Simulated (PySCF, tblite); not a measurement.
**C₆H₁₃FOSi: geometry, infrared bands and NMR shifts**

What infrared bands and NMR shifts should C₆H₁₃FOSi (`CC(C)[Si@@H](C=O)[C@@H](C)F`) show?

Computed with tblite 0.8.0 and PySCF 2.14.0, with density-fitted response routines of our own, on a single molecule in the gas phase. Atoms are numbered from 0 throughout.

### 1 The molecule as given

22 atoms, charge 0, multiplicity 1; geometry from: force field or distance geometry start.

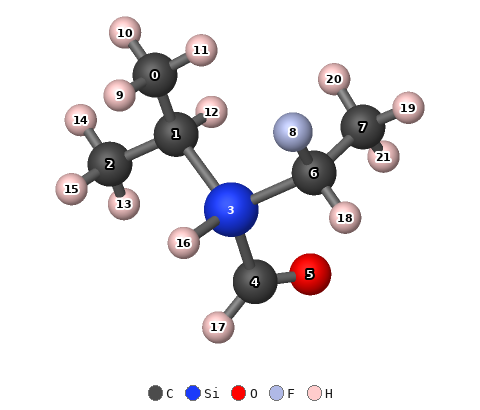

The starting geometry (carbon dark grey, silicon blue, oxygen red, fluorine light blue, hydrogen pink), atoms numbered.

### 2 Optimising the geometry with GFN2-xTB

What the job is given:

```
{"job": {"kind": "relax", "xc": "GFN2-xTB", "basis": "xTB"}, "charge": 0, "multiplicity": 1}
C     -1.118500     1.815100    -0.169700
C     -1.063300     0.307200    -0.406200
C     -2.461100    -0.298400    -0.325600
Si     0.173900    -0.573200     0.798000
C      0.191500    -2.429600     0.474800
O      0.956900    -2.858900    -0.381200
C      1.899100     0.137600     0.644300
C      2.493500     0.211100    -0.747100
F      1.867500     1.406400     1.143600
H     -1.491300     2.056900     0.842600
H     -1.809600     2.284600    -0.891100
H     -0.148800     2.283300    -0.292300
H     -0.672100     0.129300    -1.396200
H     -2.458300    -1.366800    -0.561400
H     -3.133900     0.200300    -1.053400
H     -2.916400    -0.167500     0.677800
H     -0.336800    -0.357000     2.193900
H     -0.500000    -3.059900     1.051300
H      2.577100    -0.427800     1.300200
H      3.487500     0.664000    -0.707500
H      1.874500     0.843200    -1.403700
H      2.578300    -0.780300    -1.208300
```

Run with:

```sh
$ OMP_NUM_THREADS=1 python probes_run.py task.json out
```

One launch serves the whole session: the jobs run in the order shown.

The program printed:

```text
step      E/eV     max force
  0    -814.77180    1.980
  1    -814.87936    1.679
  2    -814.91781    0.680
  3    -814.93233    0.313
  4    -814.94379    0.212
  5    -814.94831    0.168
  6    -814.95171    0.126
  7    -814.95396    0.113
  8    -814.95604    0.115
  9    -814.95751    0.099
 10    -814.95869    0.090
 11    -814.95969    0.105
 12    -814.96061    0.098
 13    -814.96141    0.078
 14    -814.96206    0.060
 15    -814.96257    0.068
 16    -814.96298    0.068
 17    -814.96336    0.051
 18    -814.96378    0.038
 19    -814.96420    0.043
 20    -814.96455    0.052
 21    -814.96482    0.049
 22    -814.96508    0.046
 23    -814.96540    0.060
 24    -814.96575    0.051
 25    -814.96606    0.046
 26    -814.96634    0.046
 27    -814.96670    0.054
 28    -814.96722    0.080
 29    -814.96789    0.079
 30    -814.96852    0.057
 31    -814.96900    0.055
 32    -814.96931    0.039
 33    -814.96953    0.034
 34    -814.96970    0.030
 35    -814.96983    0.030
 36    -814.96997    0.026
 37    -814.97010    0.028
 38    -814.97021    0.022
 39    -814.97029    0.025
 40    -814.97037    0.021
 41    -814.97044    0.022
 42    -814.97051    0.018
 43    -814.97056    0.014
 44    -814.97061    0.018
 45    -814.97067    0.025
 46    -814.97074    0.022
 47    -814.97080    0.017
 48    -814.97086    0.019
 49    -814.97092    0.024
 50    -814.97100    0.028
 51    -814.97108    0.019
 52    -814.97115    0.017
 53    -814.97120    0.017
 54    -814.97126    0.024
 55    -814.97133    0.024
 56    -814.97139    0.016
 57    -814.97145    0.019
 58    -814.97152    0.025
 59    -814.97162    0.032
 60    -814.97175    0.036
 61    -814.97187    0.029
 62    -814.97195    0.028
 63    -814.97202    0.025
 64    -814.97211    0.028
 65    -814.97219    0.025
 66    -814.97224    0.015
 67    -814.97227    0.021
 68    -814.97231    0.019
 69    -814.97237    0.039
 70    -814.97243    0.037
 71    -814.97248    0.019
 72    -814.97252    0.017
 73    -814.97259    0.033
 74    -814.97269    0.042
 75    -814.97278    0.040
 76    -814.97285    0.025
 77    -814.97291    0.021
 78    -814.97297    0.017
 79    -814.97302    0.032
 80    -814.97307    0.017
 81    -814.97310    0.034
 82    -814.97312    0.012
 83    -814.97316    0.022
 84    -814.97322    0.034
 85    -814.97330    0.029
 86    -814.97337    0.018
 87    -814.97343    0.016
 88    -814.97347    0.016
 89    -814.97350    0.019
 90    -814.97354    0.017
 91    -814.97357    0.010
```

Wall time 1.2 s (1 thread of Arm Neoverse N1, shared host); peak memory 0.18 GiB.

Step by step: (not every step is listed)

| step | energy from step 0 (eV) | largest force (eV/Å) |
| --- | --- | --- |
| 0 | 0.0000 | 1.9798 |
| 1 | -0.1076 | 1.6789 |
| 2 | -0.1460 | 0.6803 |
| 3 | -0.1605 | 0.3131 |
| 4 | -0.1720 | 0.2121 |
| 5 | -0.1765 | 0.1677 |
| 6 | -0.1799 | 0.1262 |
| 7 | -0.1822 | 0.1128 |
| 8 | -0.1842 | 0.1153 |
| 15 | -0.1908 | 0.0680 |
| 22 | -0.1933 | 0.0461 |
| 29 | -0.1961 | 0.0787 |
| 36 | -0.1982 | 0.0258 |
| 43 | -0.1988 | 0.0136 |
| 50 | -0.1992 | 0.0279 |
| 57 | -0.1997 | 0.0190 |
| 64 | -0.2003 | 0.0276 |
| 71 | -0.2007 | 0.0193 |
| 78 | -0.2012 | 0.0173 |
| 85 | -0.2015 | 0.0295 |
| 86 | -0.2016 | 0.0184 |
| 87 | -0.2016 | 0.0158 |
| 88 | -0.2017 | 0.0157 |
| 89 | -0.2017 | 0.0190 |
| 90 | -0.2017 | 0.0170 |
| 91 | -0.2018 | 0.0095 |

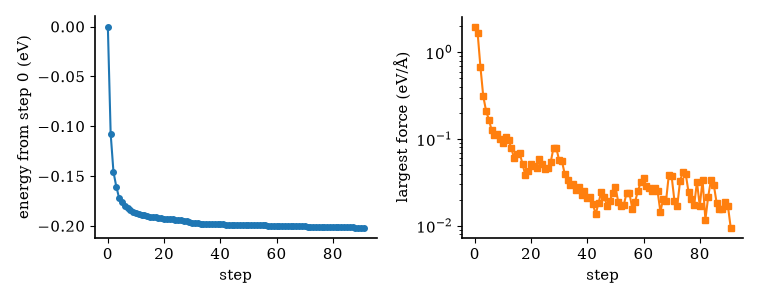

Energy and largest force along the relaxation.

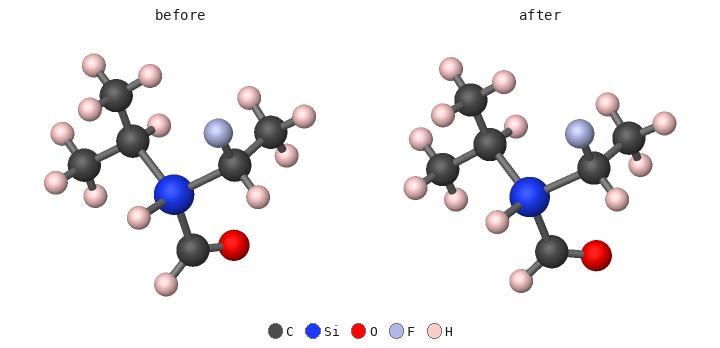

Before and after, at one scale.

Distances of close pairs at the start and the end, largest changes first:

| bond | before (Å) | after (Å) | change (Å) |
| --- | --- | --- | --- |
| Si3–C6 | 1.872 | 1.927 | +0.054 |
| Si3–C4 | 1.884 | 1.926 | +0.041 |
| Si3–H16 | 1.502 | 1.469 | -0.033 |
| C6–F8 | 1.364 | 1.397 | +0.033 |
| C1–Si3 | 1.938 | 1.916 | -0.022 |
| C2–H15 | 1.110 | 1.088 | -0.022 |
| C2–H14 | 1.110 | 1.089 | -0.021 |
| C4–O5 | 1.226 | 1.205 | -0.021 |

The next job starts from the end point, and lists it.

### 3 Harmonic vibrations with GFN2-xTB

What the job is given:

```
{"job": {"kind": "ir", "xc": "GFN2-xTB", "basis": "xTB"}, "charge": 0, "multiplicity": 1}
C     -1.181901     1.840293    -0.125248
C     -1.068171     0.339045    -0.394952
C     -2.450323    -0.314722    -0.344395
Si     0.143571    -0.492976     0.833766
C      0.221947    -2.376134     0.438576
O      1.134253    -2.901690    -0.148136
C      1.941347     0.173426     0.644366
C      2.479283     0.142473    -0.777145
F      1.973314     1.489048     1.112381
H     -1.621495     2.020395     0.852673
H     -1.813664     2.315040    -0.874356
H     -0.206864     2.318891    -0.147766
H     -0.682912     0.211947    -1.414300
H     -2.391058    -1.371226    -0.594919
H     -3.122017     0.166442    -1.053500
H     -2.885266    -0.221385     0.648026
H     -0.306153    -0.342066     2.224047
H     -0.634573    -3.002031     0.768588
H      2.624550    -0.371642     1.306707
H      3.499250     0.521504    -0.805736
H      1.865629     0.757881    -1.431109
H      2.470841    -0.883126    -1.134892
```

The program printed:

```text
mode    cm-1     km/mol
  1      38.1      3.42
  2      42.0      4.87
  3      51.5      2.28
  4      93.7      3.00
  5     104.6      5.53
  6     147.1      0.25
  7     217.9      0.35
  8     220.0      0.61
  9     226.1      0.32
 10     232.4      0.24
 11     245.1      0.80
 12     289.4      1.41
 13     338.4     12.97
 14     382.1      9.01
 15     430.4     46.49
 16     434.3      5.53
 17     564.5     49.09
 18     600.2     58.01
 19     637.5     58.68
 20     681.5     16.01
 21     720.5    103.11
 22     777.0     92.59
 23     906.4     29.15
 24     942.9     17.29
 25     946.3      4.58
 26     992.8      0.95
 27    1002.3      6.59
 28    1040.3     19.72
 29    1063.4     33.85
 30    1117.5     16.08
 31    1128.4      0.07
 32    1173.8      1.88
 33    1248.7     13.35
 34    1265.3      2.53
 35    1286.7      4.33
 36    1294.3      0.23
 37    1364.4     40.67
 38    1397.8     10.03
 39    1413.9      2.20
 40    1427.2      0.96
 41    1475.5      4.44
 42    1496.3      4.48
 43    1497.9      0.15
 44    1503.6      3.05
 45    1508.5      4.29
 46    1511.2      4.96
 47    1740.9    170.85
 48    2224.8    272.47
 49    2695.9    160.43
 50    2904.5     32.54
 51    2906.0     34.34
 52    3015.3      5.18
 53    3019.0     73.10
 54    3027.1     29.21
 55    3031.5     21.66
 56    3038.1     22.48
 57    3038.9     14.16
 58    3040.6     54.13
 59    3053.7     16.62
 60    3055.6      6.92
```

It took 1.7 s on 1 thread of Arm Neoverse N1, shared host; peak memory 0.18 GiB.

Which atoms move in the most intense modes:

| cm⁻¹ | km/mol | atoms |
| --- | --- | --- |
| 600 | 58.0 | H16 65 %, C6 12 % |
| 638 | 58.7 | H16 49 %, C1 19 % |
| 720 | 103.1 | Si3 39 %, C4 25 %, H16 16 % |
| 777 | 92.6 | H17 45 %, C4 31 % |
| 1741 | 170.8 | C4 58 %, O5 41 % |
| 2225 | 272.5 | H16 97 % |
| 2696 | 160.4 | H17 94 % |
| 3019 | 73.1 | H14 60 %, H10 26 % |

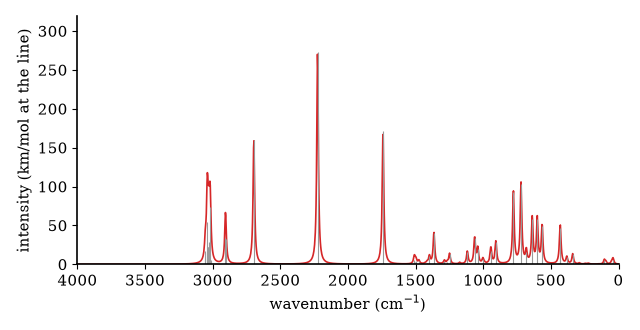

The infrared spectrum from these modes, unscaled. Lines are broadened to a width of 14 cm⁻¹ (Lorentzian).

### 4 NMR shieldings: PBE0/pcSseg-1

Settings changed since step 3:

```diff
@@ -1,2 +1,2 @@
-{"job": {"kind": "ir", "xc": "GFN2-xTB", "basis": "xTB"}, "charge": 0, "multiplicity": 1}
+{"job": {"kind": "nmr", "xc": "PBE0", "basis": "pcSseg-1"}, "charge": 0, "multiplicity": 1}
 C     -1.181901     1.840293    -0.125248
```

Method: GIAO PBE0/pcSseg-1 NMR shielding, non-relativistic, gas phase.

The program printed:

```text
coarse grid: 18376 points
cycle   1  E = -700.1310271018  dE =  7.931e-01  |g| = 8.913e-01  |ddm| = 4.006e+00
cycle   2  E = -699.7227675157  dE =  4.083e-01  |g| = 1.703e+00  |ddm| = 1.891e+00
cycle   3  E = -700.2812642622  dE = -5.585e-01  |g| = 2.263e-01  |ddm| = 1.417e+00
cycle   4  E = -700.2910266064  dE = -9.762e-03  |g| = 7.949e-02  |ddm| = 1.924e-01
cycle   5  E = -700.2920854537  dE = -1.059e-03  |g| = 2.192e-02  |ddm| = 6.196e-02
cycle   6  E = -700.2921765370  dE = -9.108e-05  |g| = 6.369e-03  |ddm| = 1.795e-02
cycle   7  E = -700.2921845144  dE = -7.977e-06  |g| = 1.405e-03  |ddm| = 5.365e-03
final grid: 171824 points
cycle   8  E = -700.3622932046  dE = -3.274e-05  |g| = 1.535e-02  |ddm| = 3.104e-02
cycle   9  E = -700.3622018586  dE =  9.135e-05  |g| = 2.682e-02  |ddm| = 2.666e-02
cycle  10  E = -700.3623400474  dE = -1.382e-04  |g| = 3.826e-03  |ddm| = 1.738e-02
cycle  11  E = -700.3623431205  dE = -3.073e-06  |g| = 3.960e-04  |ddm| = 2.647e-03
cycle  12  E = -700.3623431409  dE = -2.038e-08  |g| = 2.015e-04  |ddm| = 4.001e-04
cycle  13  E = -700.3623431475  dE = -6.570e-09  |g| = 3.116e-05  |ddm| = 1.291e-04
cycle  14  E = -700.3623431477  dE = -1.694e-10  |g| = 1.359e-05  |ddm| = 4.414e-05
converged SCF energy = -700.3623431477

GIAO shielding tensors (ppm)
atom      isotropic    diamagn.    paramagn.     s11        s22        s33       span
  0 C      165.503     248.356     -82.853    151.871    159.156    185.481     33.610
  1 C      169.407     252.328     -82.922    162.401    171.377    174.442     12.041
  2 C      165.756     247.483     -81.726    152.847    157.469    186.954     34.107
  3 Si     383.608     883.277    -499.669    340.197    397.727    412.900     72.704
  4 C      -64.404     256.456    -320.860   -204.744    -87.123     98.656    303.399
  5 O     -608.392     399.862   -1008.254  -1707.967   -542.376    425.165   2133.132
  6 C       99.286     249.834    -150.548     54.726     75.006    168.127    113.401
  7 C      165.635     250.283     -84.647    147.463    165.893    183.551     36.088
  8 F      417.585     476.387     -58.802    371.561    406.283    474.910    103.348
  9 H       30.782      31.216      -0.434     27.656     28.434     36.254      8.598
 10 H       30.487      30.392       0.095     26.453     27.531     37.477     11.023
 11 H       30.064      31.720      -1.656     24.220     30.031     35.942     11.721
 12 H       30.255      35.100      -4.844     26.427     28.962     35.378      8.952
 13 H       30.298      30.922      -0.624     25.566     27.926     37.403     11.837
 14 H       30.332      29.675       0.657     25.976     27.793     37.227     11.251
 15 H       30.427      30.478      -0.051     26.356     28.853     36.073      9.717
 16 H       27.321      31.110      -3.789     23.495     26.642     31.827      8.331
 17 H       19.078      28.872      -9.794     12.288     19.942     25.004     12.716
 18 H       26.686      30.656      -3.969     24.236     26.135     29.688      5.452
 19 H       29.751      28.298       1.453     25.796     27.009     36.447     10.651
 20 H       30.280      32.846      -2.566     25.814     31.132     33.895      8.081
 21 H       30.098      31.154      -1.056     25.509     27.974     36.813     11.304
```

Run time: 76 s. Hardware: 1 thread of Arm Neoverse N1, shared host; peak memory 1 GiB.

Shifts follow as δ = σ(reference) − σ, with reference shieldings (ppm) from runs at the same level and on the same kind of geometry: ¹H TMS 31.72, ¹³C TMS 186.9, ²⁹Si TMS 349.2, ¹⁹F CFCl3 170.9, ¹⁷O H2O 336.1. The references are single molecules in the gas phase, so shifts against H2O, NH3, PH3, H3PO4 or CFCl3 are not on the usual liquid scales and can be off by tens of ppm. Atoms listed in one row are averaged.

| atoms | environment | σ (ppm) | δ (ppm) | δ scaled to CDCl3 |
| --- | --- | --- | --- | --- |
| C4 | carbonyl carbon | -64.4 | 251.3 | 243.4 |
| C6 | sp3 CH bonded to F and Si | 99.3 | 87.6 | 83.6 |
| C0 | methyl carbon | 165.5 | 21.4 | 19.0 |
| C7 | methyl carbon | 165.6 | 21.3 | 18.9 |
| C2 | methyl carbon | 165.8 | 21.2 | 18.7 |
| C1 | sp3 CH bonded to Si | 169.4 | 17.5 | 15.2 |
| H17 | hydrogen on a carbonyl carbon | 19.08 | 12.64 | 12.02 |
| H18 | hydrogen on an sp3 CH bonded to F and Si | 26.69 | 5.03 | 4.85 |
| H16 | hydrogen on a silicon bonded to 3 C | 27.32 | 4.40 | – |
| H19, H20, H21 | hydrogen on a methyl carbon | 30.04 | 1.67 | 1.68 |
| H12 | hydrogen on an sp3 CH bonded to Si | 30.26 | 1.46 | 1.48 |
| H13, H14, H15 | hydrogen on a methyl carbon | 30.35 | 1.36 | 1.39 |
| H9, H10, H11 | hydrogen on a methyl carbon | 30.44 | 1.27 | 1.31 |
| Si3 | silicon bonded to 3 C, H | 383.6 | -34.5 | – |
| O5 | carbonyl oxygen | -608.4 | 944.5 | – |
| F8 | fluorine on an sp3 carbon | 417.6 | -246.6 | – |

The scaled column applies a straight-line fit of computed shieldings to shifts measured in CDCl3, and one for carbons that bear F (root-mean-square error 0.16 ppm for H, 1.9 ppm for C).

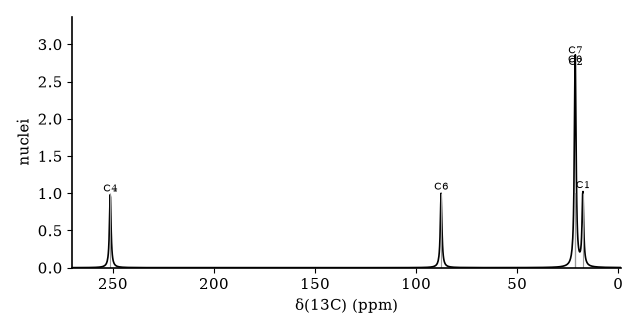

¹³C lines at the computed shifts, without couplings. Lines are broadened to a width of 0.94 ppm (Lorentzian).

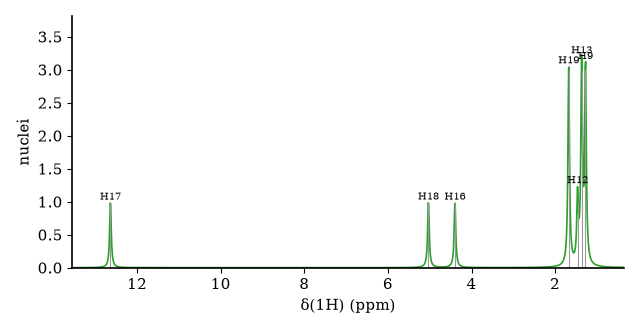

¹H lines at the computed shifts, without couplings. Lines are broadened to a width of 0.05 ppm (Lorentzian).

The run also stored atomic charges by several schemes (e):

| atoms | Mulliken | IAO | Hirshfeld | ESP fit |
| --- | --- | --- | --- | --- |
| C0 | -0.23 | -0.42 | -0.12 | -0.57 |
| C1 | -0.65 | -0.35 | -0.10 | 0.46 |
| C2 | -0.23 | -0.41 | -0.12 | -0.55 |
| Si3 | 0.81 | 0.82 | 0.35 | 0.03 |
| C4 | -0.04 | 0.01 | 0.05 | 0.36 |
| O5 | -0.34 | -0.36 | -0.20 | -0.43 |
| C6 | -0.13 | -0.07 | -0.02 | 0.34 |
| C7 | -0.28 | -0.43 | -0.13 | -0.45 |
| F8 | -0.35 | -0.34 | -0.12 | -0.30 |

ESP fit charges:

C0 -0.57; C1 0.46; C2 -0.55; Si3 0.03; C4 0.36; O5 -0.43; C6 0.34; C7 -0.45; F8 -0.30; H9 0.14; H10 0.13; H11 0.15; H12 -0.03; H13 0.11; H14 0.14; H15 0.14; H16 -0.07; H17 0.00; H18 0.04; H19 0.13; H20 0.11; H21 0.12

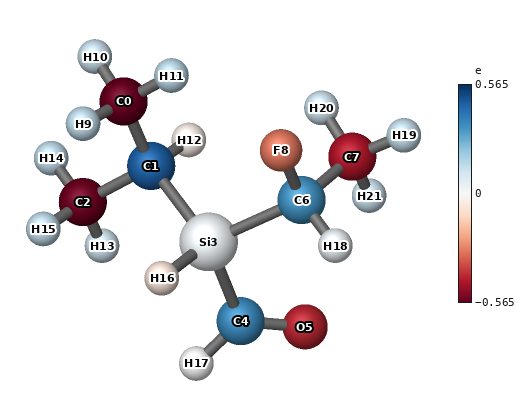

ESP fit charges, as colours on the atoms.

Mayer bond orders: C0–C1 1.03, C1–C2 1.03, C1–Si3 0.90, Si3–C4 0.81, C4–O5 1.93, Si3–C6 0.87, C6–C7 1.05, C6–F8 0.81.

### 5 Summary of results

| quantity | value |
| --- | --- |
| strongest single infrared mode (GFN2-xTB) | 2225 cm⁻¹, 272 km/mol |
| zero-point energy (GFN2-xTB) | 110.5 kcal/mol |
| ¹³C shifts against TMS (PBE0/pcSseg-1) | 251.3, 87.6, 21.4, 21.3, 21.2, 17.5 ppm |
| ¹H shifts against TMS (PBE0/pcSseg-1, means over atoms taken as alike) | 12.64, 5.03, 4.40, 1.67, 1.46, 1.36, 1.27 ppm |
| ²⁹Si shifts against TMS (PBE0/pcSseg-1) | -34.5 ppm |
| ¹⁷O shifts against H2O (PBE0/pcSseg-1) | 944.5 ppm |
| ¹⁹F shifts against CFCl3 (PBE0/pcSseg-1) | -246.6 ppm |

Over 91 steps the energy fell by 0.202 eV; of the close pairs, Si3–C6 changed most, 1.872 to 1.927 Å. No mode is imaginary among the 60: a minimum at this level. The strongest single mode, at 2225 cm⁻¹, moves mainly H16. GFN2-xTB is a fitted tight-binding method: band positions and strengths are rough. Its intensities can rank the bands wrongly. At PBE0/pcSseg-1: The widest tensor belongs to O5: span 2133 ppm, with a paramagnetic part of -1008 ppm.
